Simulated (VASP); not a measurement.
Band structure of CoSi (B20). Method: PBEsol GGA, VASP's PBE PAW potentials (set 64) (plane waves; VASP).

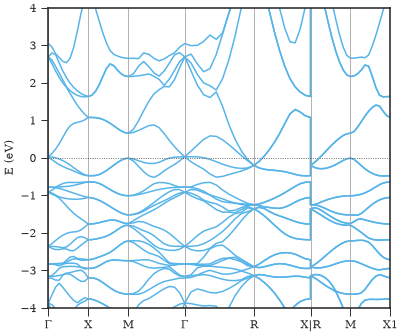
*Bands along high-symmetry lines, zero at the valence-band maximum or, without a gap, the Fermi level*

**Question.** Read the plot: is there a gap, and where are the band edges?

**Answer.** It has no gap at this level: it comes out as a metal or semimetal. (Edges off the drawn lines would not show.)

The compound is CoSi in the B20 structure. It was relaxed first. The run is not spin-polarised, so no magnetic state was tried.
